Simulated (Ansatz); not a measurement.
**C3H6FN: ladder of methods at one geometry from a Python script**

How do the methods compare on C3H6FN, in result and in cost? The task is a ladder of methods at one geometry, for C3H6FN.

Computed with the Python package of Ansatz 0.2.0. The levels of theory stand in the script.

**1. The structure**

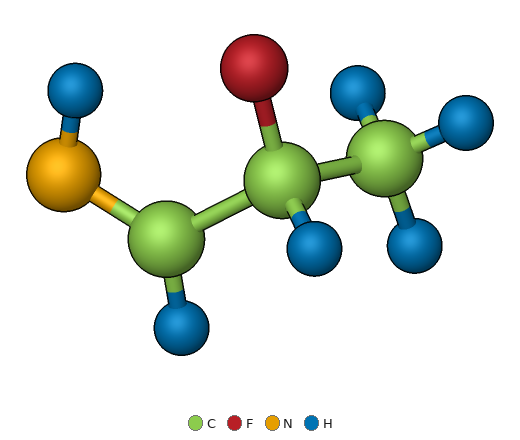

The structure that the script starts from, seen from a chosen angle (carbon green, fluorine red, nitrogen amber, hydrogen blue).

The script holds or builds the structure itself.

**2. Script**

Contents of c3h6fn.py:

```python
from pathlib import Path
import warnings

import ansatz as az
import numpy as np

GEOMETRY = '''
C    -0.98960    0.32090    0.78040
C     0.26590   -0.31770    0.41940
F    -0.01130   -1.63690    0.18690
C     0.95840    0.34030   -0.80090
N     1.04270   -0.30050   -1.93890
H    -0.89410    1.44800    0.96780
H    -1.73000    0.26930   -0.04810
H    -1.44790   -0.08490    1.64390
H     0.98230   -0.21800    1.29200
H     1.20970    1.38100   -0.68560
H     0.67920   -1.25840   -1.79650
'''

warnings.simplefilter('ignore', az.DeckWarning)

c3h6fn = az.Crystal.molecule()
for line in GEOMETRY.strip().splitlines():
    symbol, *xyz = line.split()
    c3h6fn = c3h6fn.atom(symbol, [float(v) for v in xyz])

setup = c3h6fn.calculation().basis(gaussian='cc-pVDZ').scf(lower_state_search='off')

print('functional    E (Ha)        dipole (D)   HOMO (eV)  LUMO (eV)')
for name in ['r2scan0', 'lc_wpbe', 'lda', 'pbe']:
    r = setup.functional(name).forces().orbitals().run(threads=1, runs_dir='runs').report
    lines = Path(r['orbitals_path']).read_text().splitlines()
    field_of = lambda key: [line.split('=')[1].strip() for line in lines if line.startswith(key)]
    orbitals = [(27.211386 * float(e), s, float(n)) for e, s, n in zip(field_of('Ene='), field_of('Spin='), field_of('Occup='))]
    homo = max(e for e, _, n in orbitals if n > 0.5)
    lumo = min(e for e, _, n in orbitals if n < 0.5)
    dipole = 4.803205 * np.linalg.norm(r['charge_distribution']['dipole_moment_e_ang'])
    print(f'{name:10s} {r["free_energy_ev"] / 27.211386246:14.6f} {dipole:9.3f} {homo:11.3f} {lumo:10.3f}')
```

**3. The input behind the calls**

The engine receives this input (first run):

```yaml
crystal:
  periodic: [false, false, false]
  atoms:
    - { symbol: C, position_ang: [-0.9896, 0.3209, 0.7804] }
    - { symbol: C, position_ang: [0.2659, -0.3177, 0.4194] }
    - { symbol: F, position_ang: [-0.0113, -1.6369, 0.1869] }
    - { symbol: C, position_ang: [0.9584, 0.3403, -0.8009] }
    - { symbol: "N", position_ang: [1.0427, -0.3005, -1.9389] }
    - { symbol: H, position_ang: [-0.8941, 1.448, 0.9678] }
    - { symbol: H, position_ang: [-1.73, 0.2693, -0.0481] }
    - { symbol: H, position_ang: [-1.4479, -0.0849, 1.6439] }
    - { symbol: H, position_ang: [0.9823, -0.218, 1.292] }
    - { symbol: H, position_ang: [1.2097, 1.381, -0.6856] }
    - { symbol: H, position_ang: [0.6792, -1.2584, -1.7965] }
basis:
  gaussian:
    orbitals: cc-pVDZ
hamiltonian:
  xc: r2scan0
scf:
  lower_state_search: "off"
output:
  orbitals: {}
  forces: true
```

**4. Running it**

Run with:

```bash
$ python c3h6fn.py
```

The log of the run:

```text
functional    E (Ha)        dipole (D)   HOMO (eV)  LUMO (eV)
r2scan0       -272.326201     2.762      -7.769     -0.245
lc_wpbe       -272.333866     2.751     -10.340      2.193
lda           -270.299629     2.586      -5.947     -1.637
pbe           -272.180008     2.502      -5.896     -1.426
```

Wall time 15 s (1 thread of Arm Neoverse V1, shared host); peak memory 0.23 GiB.

**5. Inputs of later runs**

The engine's inputs for the other runs:

Run 2, against run 1:

```diff
@@ -19 +19 @@
-  xc: r2scan0
+  xc: lc_wpbe
```

Run 3, against run 1:

```diff
@@ -19 +19 @@
-  xc: r2scan0
+  xc: lda
```

Run 4, against run 1:

```diff
@@ -19 +19 @@
-  xc: r2scan0
+  xc: pbe
```

**6. The engine's runs**

One row for each of the 4 runs:

| run | functional | energy (eV) | SCF cycles | CPU time (s) |
| --- | --- | --- | --- | --- |
| 1 | r2scan0 | -7410.3734 | 19 | 6.3 |
| 2 | lc_wpbe | -7410.5820 | 23 | 3.4 |
| 3 | lda | -7355.2276 | 22 | 1.9 |
| 4 | pbe | -7406.3953 | 22 | 2.6 |

Totals under unlike functionals or potentials can't be compared directly.

The fields below are those of run 1.

**7. The molecule's orbitals and density**

Orbitals, density, ELF and potential are computed afterwards from the orbital file.

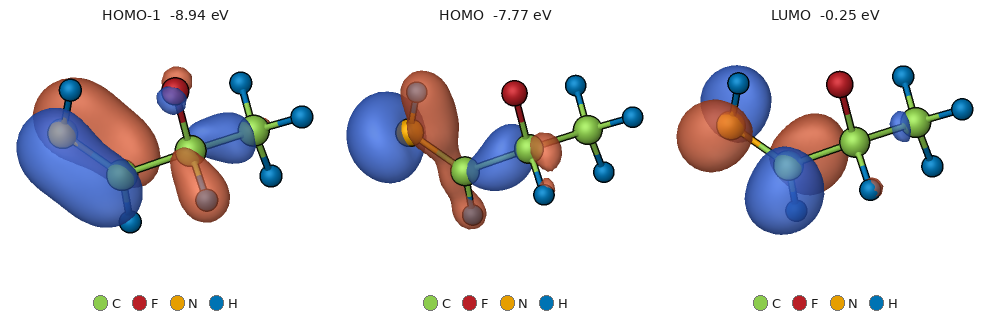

Frontier orbitals at r2SCAN0/cc-pVDZ; each surface holds 70 % of the orbital's density, blue and red mark the sign.

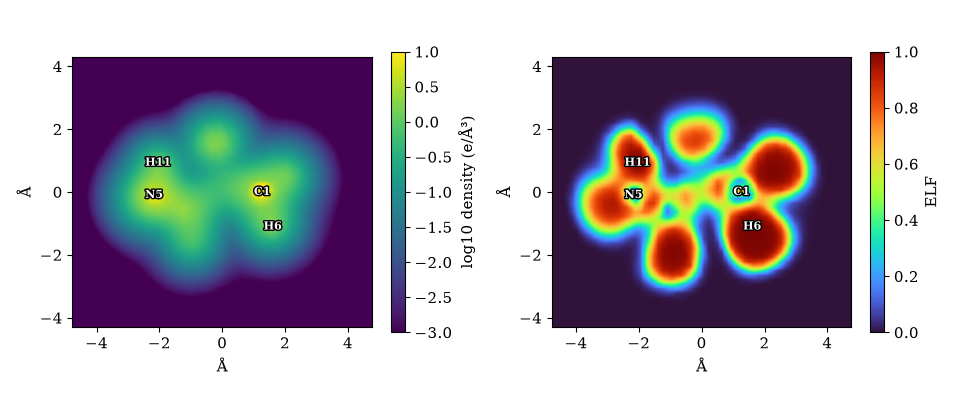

Density (left) and ELF (right) in a plane through or near 4 of the atoms.

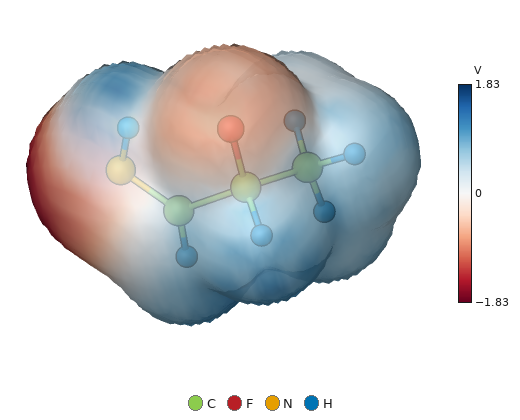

The potential that a unit positive charge feels on the 0.002 e/bohr³ surface, from -1.83 V near N5 to 1.34 V near H10.

**8. Summary of results**

| quantity | value |
| --- | --- |
| runs compared | 4 |
| HOMO-LUMO gap of the mean field (r2SCAN0/cc-pVDZ) | 7.52 eV |

All 4 runs converged, in 19 to 23 cycles. Notes:
- The geometry is a force-field or estimated start, not a minimum of this method, and the basis set is short of its limit. A lower total doesn't mark the better method: functionals have no common bound, and MP2 and coupled cluster aren't variational.
- Levels such as HOMO and LUMO are orbital energies: with these approximate functionals they aren't the ionisation energy and electron affinity, and their gap isn't the fundamental gap.
